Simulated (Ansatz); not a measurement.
# ScHg (Pm-3m): phonons along a line and the smearing

Wanted: frequencies of ScHg (Pm-3m) solved wavevector by wavevector at several smearings.

Program: Ansatz 0.2.0. Level of theory: DFT PBEsol, scalar-relativistic, plane waves, PAW. Results are calculated unless marked as measured.

## (1) The starting structure

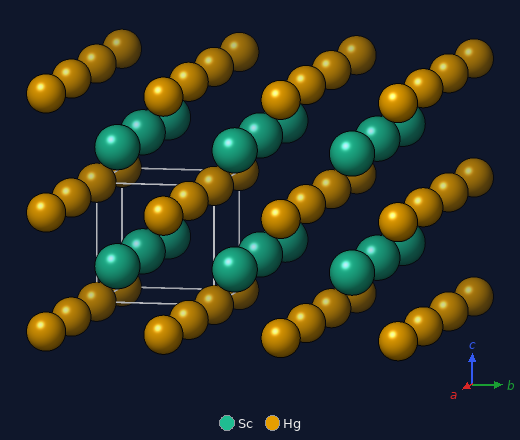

The starting structure, seen slightly off an axis (scandium teal, mercury orange). 3×3×2 cells are drawn. Some periodic images of atoms are drawn too.

## (2) Relaxing cell and atoms

Lattice constant and positions set the bands and the force constants, so the cell is relaxed first.

Input file input.yaml:

```yaml
crystal:
  lattice:
    - [3.48, 0.0, 0.0]
    - [0.0, 3.48, 0.0]
    - [0.0, 0.0, 3.48]
  atoms:
    - { symbol: Sc, position: [0.5, 0.5, 0.5] }
    - { symbol: Hg, position: [0.0, 0.0, 0.0] }
kpoints:
  mp_grid: { grid: [8, 8, 8] }
hamiltonian:
  xc: pbesol
scf:
  occupations: { method: gaussian, width: 0.1 }
output:
  forces: true
  stress: true
  eigenvalues: true
  write_density: true
  write_potential: true
  elf: true
  volumetric_format: npy
relax:
  adjacent_minimum: "off"
  f_tol: 0.005
  max_steps: 80
  cell: { stress_tol: 0.05 }
```

Command:

```sh
ansatz run input.yaml --threads 4 --pin off --max-ram 8192MiB --backend cpu --events-out ev --progress --plain --runs-dir out
```

Numbers of over 12 decimals in the logs are rounded to 6 here.

What it wrote:

```text
[the first part of the log is left out]
  E_xc         = -324.461328
  E_vxc        = -393.161037  (∫ρ·V_xc dr)
  E_paw        = -10730.391562  (= ΣΔE_a)
  E_vpaw       = -556.246428  (= ΣTr[D̂ρ^β])
  E_aug_tail   = 0.000903  (compensation charges beyond the density's cutoff)
  E_ewald      = -3801.060223
  E_core_change = 0.457676  (= ΣΔE_core)
  E_smearing   = -0.011523  (= −TS)
  E_closure    = -0.000000  (closes the sum)
  Σ components = -15780.471122   (vs F -15780.471122, Δ=0.00e0)
--- Forces (eV/Å), atoms counted from 1 ---
  atom   1  Sc     0.00000000     0.00000000     0.00000000
  atom   2  Hg     0.00000000     0.00000000    -0.00000000
  max |Σ_I F_I| component: 4.73e-30 eV/Å
--- Stress (GPa, compression-positive) ---
       -0.014347      -0.000000      -0.000000
       -0.000000      -0.014347      -0.000000
       -0.000000      -0.000000      -0.014347
  P = ⅓ Tr σ = -0.0143 GPa (-0.143 kbar)
--- Band table (eV; the first three rows and the last of 35) ---
  k-point 0: bands = ["-100.9294", "-49.2797", "-49.2797", "-49.2797", "-35.2147", "-13.8736", "-13.8736", "-13.8736", "5.9650", "6.6051", "6.6051", "7.4747", "7.4747", "7.4747", "14.9696", "14.9696", "17.1506", "17.1506", "17.1506", "19.5829"]
  k-point 1: bands = ["-100.9294", "-49.2807", "-49.2796", "-49.2796", "-35.2132", "-13.8933", "-13.8724", "-13.8724", "6.1840", "6.6335", "6.7139", "7.4407", "7.4407", "7.4869", "14.8611", "14.9159", "16.7186", "16.7186", "17.1157", "18.5324"]
  k-point 2: bands = ["-100.9294", "-49.2830", "-49.2795", "-49.2795", "-35.2095", "-13.9403", "-13.8694", "-13.8694", "6.5922", "6.7036", "7.2363", "7.3603", "7.3603", "7.5168", "13.9850", "14.7837", "16.0554", "16.0554", "17.0316", "17.5501"]
  k-point 34: bands = ["-100.9292", "-49.2853", "-49.2853", "-49.2853", "-35.1858", "-13.9738", "-13.9738", "-13.9738", "6.8425", "6.8425", "6.8425", "8.0045", "8.0045", "12.8265", "12.8265", "12.8265", "13.8047", "17.6989", "17.6989", "20.1439"]
--- Relaxed structure (3 steps of the walk, 3 accepted, 1 SCFs on fresh bases) ---
  F+E_penalty+E_count = -15780.47112233 eV   max|allowed force component| = 1.972e-30 eV/Å   (the final SCF, on the basis selected at the relaxed cell)
  cell:  # Å, volume = 41.7230 Å³
    - [3.468369, 0, 0]
    - [0, 3.468369, 0]
    - [0, 0, 3.468369]
  atoms:
    - { symbol: Sc, position: [0.5, 0.5, 0.5] }
    - { symbol: Hg, position: [0, 0, 0] }
```

Wall time 1.8 s (4 threads of Arm Neoverse V2, shared host); peak memory 0.35 GiB.

Relaxation path:

```
step  energy less that of the first step (eV)  largest force component (eV/Å)  pressure (GPa)  volume (Å³)
   1                                   0.0000                          0.0000           -0.88        42.14
   2                                  -0.0004                          0.0000            0.83        41.33
   3                                  -0.0013                          0.0000           -0.01        41.72
   4                                  -0.0012                          0.0000           -0.01        41.72
```

The log counts 1 steps on a newly chosen plane-wave basis, not all of them marked here; energy and pressure can jump at such steps.

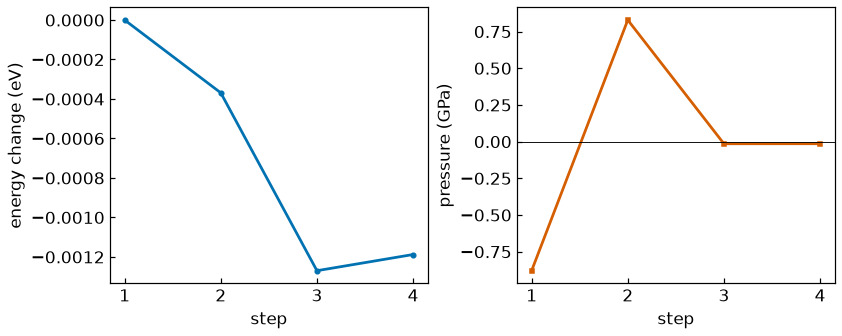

Energy and pressure along the relaxation.

```
conventional cell, symmetrised  before  after  change
                         a (Å)   3.480  3.468  -0.3 %
                         b (Å)   3.480  3.468  -0.3 %
                         c (Å)   3.480  3.468  -0.3 %
              volume (Å³/atom)   21.07  20.86  -1.0 %
```

The relaxed structure:

```xyz
2
Lattice="3.4684 0.0000 0.0000 0.0000 3.4684 0.0000 0.0000 0.0000 3.4684" Properties=species:S:1:pos:R:3 pbc="T T T"
Sc    1.7342    1.7342    1.7342
Hg    0.0000    0.0000    0.0000
```

This step gave:

| Quantity | Value |
| --- | --- |
| pressure | -0.01435 GPa |
| volume per atom | 20.86 Å³ |
| metallic on mesh | yes |
| gap on the k-mesh | 0 eV |

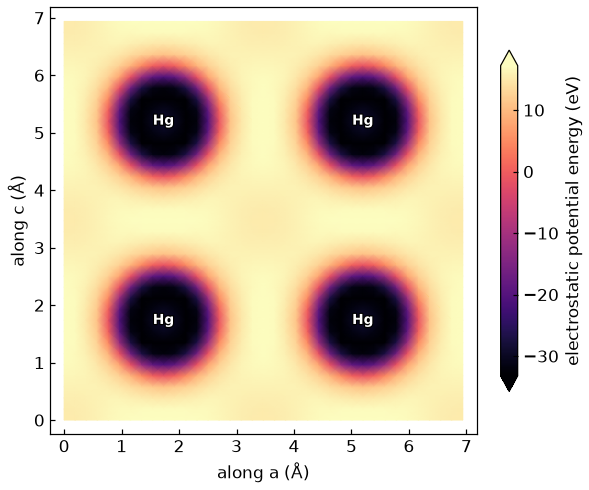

Electrostatic potential energy in the ac plane at fractional y = 0.000, with atoms of Hg within 0.2 Å of it. With pseudopotentials it is smooth inside the atoms' cores, unlike the true potential. The map starts off the cell's origin, so that atoms lie inside it.

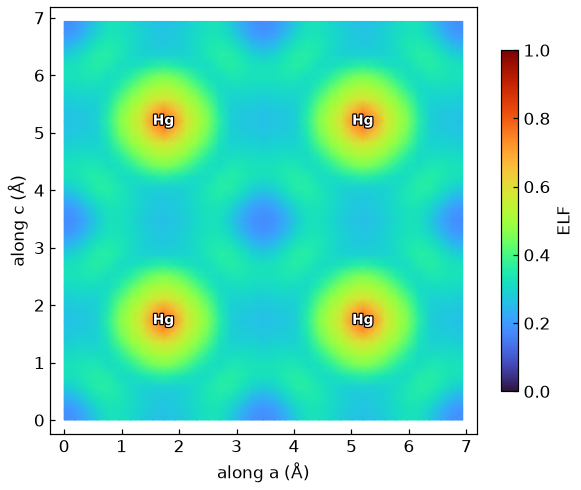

ELF in the ac plane at fractional y = 0.000, with atoms of Hg within 0.2 Å of it. It is the smooth field of the valence electrons, not physical close to the nuclei. The map starts off the cell's origin, so that atoms lie inside it.

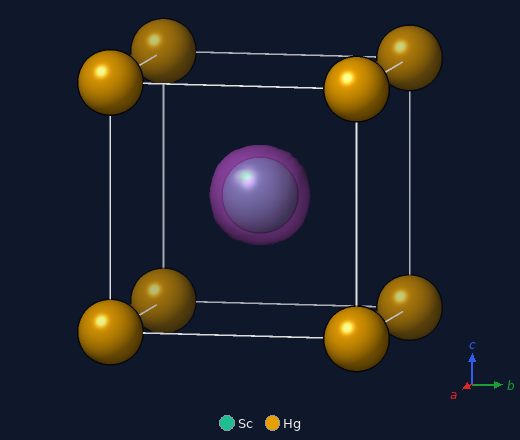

Surface of ELF = 0.71.

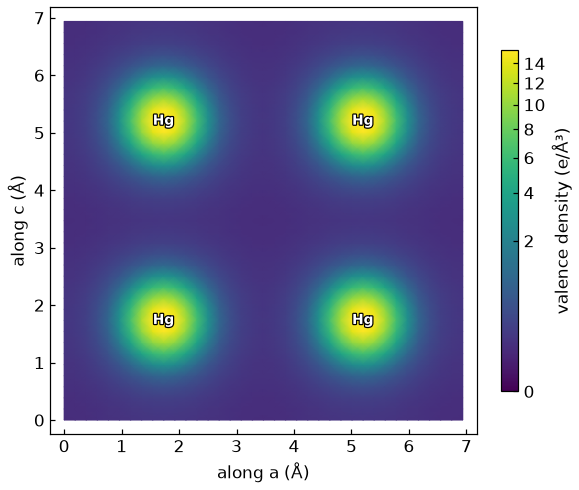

Valence density in the ac plane at fractional y = 0.000, with atoms of Hg within 0.2 Å of it. It is the smooth field of the valence electrons, not physical close to the nuclei. The map starts off the cell's origin, so that atoms lie inside it. The colour scale is stretched toward low values.

The largest force is now zero by symmetry and the largest stress component 0.014 GPa, small enough for phonons.

## (3) Wavevectors along a line: Fermi–Dirac smearing of 0.1 eV

The smearing blurs the Fermi surface that screens the phonons; a Fermi–Dirac width is an electronic temperature.

Input file input.yaml:

```yaml
crystal:
  lattice:
    - [3.4683688511, 0.0, 0.0]
    - [0.0, 3.4683688511, 0.0]
    - [0.0, 0.0, 3.4683688511]
  atoms:
    - { symbol: Sc, position: [0.5, 0.5, 0.5] }
    - { symbol: Hg, position: [0.0, 0.0, 0.0] }
kpoints:
  mp_grid: { grid: [16, 16, 16] }
hamiltonian:
  xc: pbesol
scf:
  occupations: { method: fermi_dirac, width: 0.1 }
output:
  eigenvalues: true
phonons:
  method: dfpt
  qpoints:
    - [0, 0, 0]
    - [0.0, 0.0625, 0.0]
    - [0.0, 0.1875, 0.0]
    - [0.0, 0.3125, 0.0]
    - [0.0, 0.4375, 0.0]
```

What it wrote:

```text
[...]
Crystal: 2 atoms, lattice volume = 41.723 Å³
Basis set: ecut = 420 eV, 799 PW (Γ), exchange–correlation on 48×48×48 points (8 copies of the dense FFT grid, shifted against one another)
Bands: 20, of which v1, the nominal top of the filled ones, is band 16 counted from 1 (15 counted from 0)
Symmetry: 48 space group operations
k-points: 165 of 4096
[...]
SCF iter   1: F=—  HF=-15780.504080 eV  |F-HF|=—  |Δ(HF+E_count)|=         —  Δρ=4.59e-3  dr2=7.42e-3  ethr=1.77e-3  ⟨swp⟩=4.0  Hψ=12467  notcnv=0
[...]
SCF iter   9: F=-15780.502807 eV  HF=-15780.502807 eV  |F-HF|=7.28e-12  |Δ(HF+E_count)|=  1.27e-11  Δρ=5.74e-8  dr2=1.06e-12  ethr=1.00e-12  ⟨swp⟩=5.0  Hψ=12815  notcnv=0
the search or the solves at the SCF's close seem to have found levels that the self-consistency loop had missed (the run counts 1). By its estimate they hold under 1e-12 electrons; where the run keeps them, the occupations were computed again with them
SCF 1 converged in 9 iterations: F = -15780.502807 eV  dr2 = 1.06e-12
[...]
NSCF: frozen V_eff on 165 k-points
[...]
DFPT response loops at q = (0, 0, 0) (fractional): preconditioner auto → Kerker (q_TF=auto, 2.597 Å⁻¹) (partly filled bands, converged f_vac=0.000); β = 1.00, the filter's whole step (`scf.mixing.beta` (0.50) is not read by the response loops under this deck's `scf.mixing.preconditioner`; to damp them name `kerker` or `kerker_dos`, under which they read `scf.mixing.beta`, and type it under 1.00, their step now; both keys bind the ground state too); Broyden in place of MSR1
[...]
SCF converged after 9 iterations
Free energy (F): -15780.502807 eV
[...]
Internal energy: -15780.433973 eV  (E = F + TS)
E sigma→0 (E₀):  -15780.468390 eV
Entropy (-TS):   -0.068834 eV (-34.417 meV/atom)
Fermi energy:    14.630407 eV
[...]
--- Band table (eV; the first three rows and the last of 165) ---
  k-point 0: bands = [... 12 lower, 7.4618, 7.4618, 14.9870, 14.9870, 17.1777, 17.1777, 17.1777, 19.5819]
  k-point 1: bands = [... 12 lower, 7.4530, 7.4650, 14.9690, 14.9731, 17.0453, 17.0453, 17.1686, 19.2464]
  k-point 2: bands = [... 12 lower, 7.4279, 7.4740, 14.8761, 14.9334, 16.7420, 16.7420, 17.1428, 18.5352]
  k-point 164: bands = [... 12 lower, 7.9903, 12.8339, 12.8339, 12.8339, 13.7949, 17.7276, 17.7276, 20.1469]
--- Phonons (Γ-DFPT): 2 representative perturbations + reference (Σ response iterations 6) ---
  ASR residual: 1.621e-3 → 0.000e0 eV/Å²; symmetrization residual: 4.997e-6 eV/Å²
  ASR residual per site (eV/Å²): 1.62e-3 8.08e-5
  Γ frequencies (cm⁻¹): 0.00 0.00 0.00 145.03 145.03 145.03
  non-analytic LO–TO correction: not included (Born effective charges unavailable; polar crystals: no LO–TO splitting at Γ)
--- Phonons (arbitrary-q DFPT): 5 explicit q-points ---
  q = [0, 0, 0] (of the zone-centre solve; hermiticity 3.52e-6, symmetrization 3.65e-12): -0.00 0.00 0.00 145.03 145.03 145.03
  q = [0, 0.0625, 0] (4 solved perturbations in 4032 linear systems a pass and spin channel, the states on 1296 of 4096 k-point pairs; hermiticity 3.20e-6, symmetrization 5.38e-11): 13.95 13.95 19.65 145.46 145.46 147.53
[...]
sum rule: each row above includes the acoustic sum rule's correction from the zone centre's row sums; it moved no ω² by more than (3.13 cm⁻¹)²
```

It took 4.3 min on 4 threads; peak memory 2.6 GiB; 17 min of CPU time.

Each wavevector solved by linear response. Frequency against |q| along the line:

| \|q\| along the line (Å⁻¹) | mode 1 = mode 2 (cm⁻¹) | mode 3 (cm⁻¹) | mode 4 = mode 5 (cm⁻¹) | mode 6 (cm⁻¹) |
| --- | --- | --- | --- | --- |
| 0.000 | 0 | 0 | 145 | 145 |
| 0.113 | 13.9 | 19.6 | 145 | 148 |
| 0.340 | 37.6 | 51.6 | 148 | 167 |
| 0.566 | 52.7 | 69.0 | 154 | 195 |
| 0.793 | 59.6 | 72.2 | 159 | 211 |

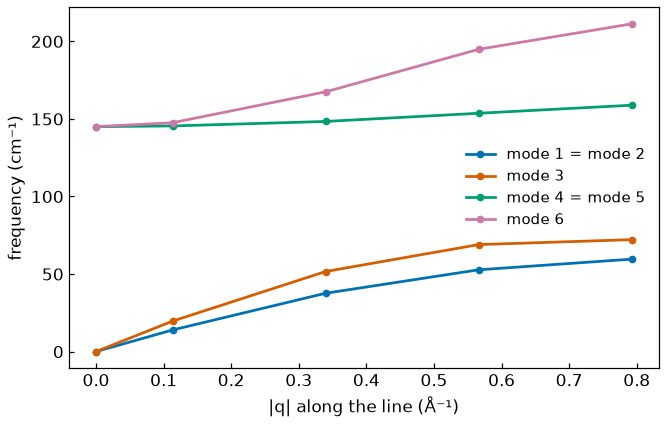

Frequency against |q| along the line.

## (4) Wavevectors along a line: Fermi–Dirac smearing of 0.25 eV

Each wavevector is solved by itself, so no interpolation smooths a dip of the branch.

input.yaml: that of step 3 with these lines changed.

```diff
@@ -13,3 +13,3 @@
 scf:
-  occupations: { method: fermi_dirac, width: 0.1 }
+  occupations: { method: fermi_dirac, width: 0.25 }
 output:
```

Wider smearing eases the sum over k-points of a metal but moves the result away from its zero-temperature value.

What it wrote:

```text
band count auto-derived: 21 (N_el = 31.0; filled up to band 16; 20 by the electrons, moments and atoms)
[...]
Crystal: 2 atoms, lattice volume = 41.723 Å³
Basis set: ecut = 420 eV, 799 PW (Γ), exchange–correlation on 48×48×48 points (8 copies of the dense FFT grid, shifted against one another)
Bands: 21, of which v1, the nominal top of the filled ones, is band 16 counted from 1 (15 counted from 0)
Symmetry: 48 space group operations
k-points: 165 of 4096
[...]
SCF iter   1: F=—  HF=-15780.661227 eV  |F-HF|=—  |Δ(HF+E_count)|=         —  Δρ=5.39e-3  dr2=9.95e-3  ethr=1.77e-3  ⟨swp⟩=4.5  Hψ=12416  notcnv=0
[...]
SCF iter   9: F=-15780.660608 eV  HF=-15780.660608 eV  |F-HF|=0.00e0  |Δ(HF+E_count)|=    0.00e0  Δρ=4.93e-8  dr2=9.54e-13  ethr=1.00e-12  ⟨swp⟩=4.7  Hψ=12407  notcnv=0
SCF 1 converged in 9 iterations: F = -15780.660608 eV  dr2 = 9.54e-13
[...]
WARN: eigensolver did not converge (k=7): 1 band(s) unlocked after 20 sweeps at ethr=1.01e-12 eV (storage-precision floor; scheduled 1.00e-12 eV) (lowest unlocked band 20, counted from 0; max residual 3.87e-6 eV among the unlocked bands, 3.87e-6 eV over every band; other slots of this pass that fall short are told together in one closing line; warning suppressed until the next SCF loop or pass starts)
WARN: eigensolver did not converge in 2 slots of this pass, the one above among them; of largest residual over every band (k=8): 1 band(s) unlocked (lowest unlocked band 20, counted from 0; max residual 1.85e-2 eV among the unlocked bands, 1.85e-2 eV over every band); of lowest unlocked band (k=7): band 20
[...]
SCF converged after 9 iterations
Free energy (F): -15780.660608 eV
[...]
Internal energy: -15780.306030 eV  (E = F + TS)
E sigma→0 (E₀):  -15780.483319 eV
Entropy (-TS):   -0.354578 eV (-177.289 meV/atom)
Fermi energy:    14.609461 eV
[...]
--- Band table (eV; the first three rows and the last of 165) ---
  k-point 0: bands = [... 12 lower, 7.4301, 7.4301, 15.0455, 15.0455, 17.2673, 17.2673, 17.2673, 19.5792, ... 1 higher]
  k-point 1: bands = [... 12 lower, 7.4212, 7.4332, 15.0259, 15.0318, 17.1299, 17.1299, 17.2582, 19.2470, ... 1 higher]
  k-point 2: bands = [... 12 lower, 7.3962, 7.4421, 14.9266, 14.9922, 16.8187, 16.8187, 17.2323, 18.5454, ... 1 higher]
  k-point 164: bands = [... 12 lower, 7.9548, 12.8582, 12.8582, 12.8582, 13.7669, 17.8229, 17.8229, 20.1578, ... 1 higher]
[...]
ASR residual: 2.701e-3 → 0.000e0 eV/Å²; symmetrization residual: 4.995e-6 eV/Å²
  ASR residual per site (eV/Å²): 2.70e-3 1.70e-4
  Γ frequencies (cm⁻¹): 0.00 0.00 0.00 147.28 147.28 147.28
[...]
--- Phonons (arbitrary-q DFPT): 5 explicit q-points ---
[...]
```

Run time: 4.6 min. Hardware: 4 threads; peak memory 2.7 GiB.

Each wavevector solved by linear response. Table of frequency by |q| along the line:

| \|q\| along the line (Å⁻¹) | mode 1 = mode 2 (cm⁻¹) | mode 3 (cm⁻¹) | mode 4 = mode 5 (cm⁻¹) | mode 6 (cm⁻¹) |
| --- | --- | --- | --- | --- |
| 0.000 | 0 | 0 | 147 | 147 |
| 0.113 | 14.0 | 19.3 | 148 | 150 |
| 0.340 | 38.3 | 51.0 | 151 | 168 |
| 0.566 | 54 | 69.3 | 157 | 192 |
| 0.793 | 61.1 | 75.3 | 162 | 208 |

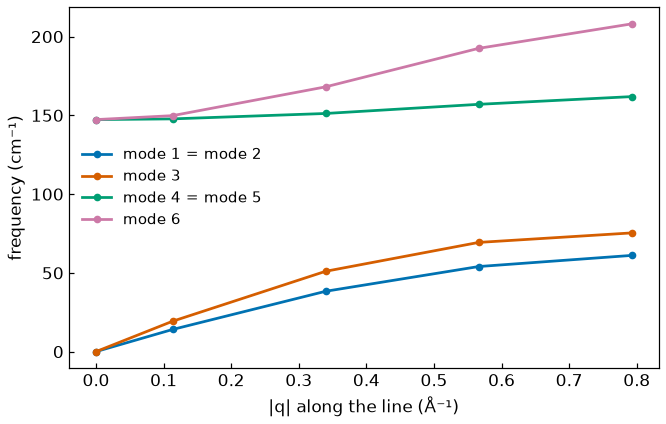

Frequency, plotted against |q| along the line.

Against step 3 (now smearing width 0.25 eV), the free energy moves by -78.9 meV an atom.

## (5) Wavevectors along a line: Fermi–Dirac smearing of 0.04 eV

Each wavevector is solved by itself, so no interpolation smooths a dip of the branch.

input.yaml: that of step 4 with these lines changed.

```diff
@@ -13,3 +13,3 @@
 scf:
-  occupations: { method: fermi_dirac, width: 0.25 }
+  occupations: { method: fermi_dirac, width: 0.04 }
 output:
```

Narrower smearing comes nearer the zero-temperature value but asks more of the mesh.

What it wrote:

```text
[...]
Crystal: 2 atoms, lattice volume = 41.723 Å³
Basis set: ecut = 420 eV, 799 PW (Γ), exchange–correlation on 48×48×48 points (8 copies of the dense FFT grid, shifted against one another)
Bands: 20, of which v1, the nominal top of the filled ones, is band 16 counted from 1 (15 counted from 0)
Symmetry: 48 space group operations
k-points: 165 of 4096
[...]
SCF iter   1: F=—  HF=-15780.474622 eV  |F-HF|=—  |Δ(HF+E_count)|=         —  Δρ=4.83e-3  dr2=1.05e-2  ethr=1.77e-3  ⟨swp⟩=4.3  Hψ=12637  notcnv=0
[...]
SCF iter   9: F=-15780.472093 eV  HF=-15780.472093 eV  |F-HF|=3.64e-12  |Δ(HF+E_count)|=  3.64e-12  Δρ=5.45e-8  dr2=8.90e-13  ethr=1.00e-12  ⟨swp⟩=4.9  Hψ=12552  notcnv=0
SCF 1 converged in 9 iterations: F = -15780.472093 eV  dr2 = 8.90e-13
[...]
SCF converged after 9 iterations
Free energy (F): -15780.472093 eV
[...]
Internal energy: -15780.460012 eV  (E = F + TS)
E sigma→0 (E₀):  -15780.466052 eV
Entropy (-TS):   -0.012081 eV (-6.041 meV/atom)
Fermi energy:    14.647200 eV
[...]
--- Band table (eV; the first three rows and the last of 165) ---
  k-point 0: bands = [... 12 lower, 7.4747, 7.4747, 14.9677, 14.9677, 17.1474, 17.1474, 17.1474, 19.5831]
  k-point 1: bands = [... 12 lower, 7.4658, 7.4779, 14.9503, 14.9538, 17.0167, 17.0167, 17.1384, 19.2467]
  k-point 2: bands = [... 12 lower, 7.4408, 7.4870, 14.8595, 14.9140, 16.7159, 16.7159, 17.1126, 18.5322]
  k-point 164: bands = [... 12 lower, 8.0045, 12.8257, 12.8257, 12.8257, 13.8058, 17.6959, 17.6959, 20.1436]
[...]
ASR residual: 8.688e-5 → 0.000e0 eV/Å²; symmetrization residual: 5.001e-6 eV/Å²
  ASR residual per site (eV/Å²): 8.69e-5 3.41e-5
  Γ frequencies (cm⁻¹): 0.00 0.00 0.00 144.58 144.58 144.58
[...]
--- Phonons (arbitrary-q DFPT): 5 explicit q-points ---
[...]
```

The job ended after 4.2 min (4 threads; peak memory 2.5 GiB).

[end of part 1 of 2]

[Logs are printed without paths, hosts, clocks, repeated set-up lines and the standing remarks that a program may print on its own settings, such as how far it seeks lower states.]

[Hosts, paths, dates, database ids (printed as entryN), source tags and the programs' standing remarks are cut or masked in the printed files.]
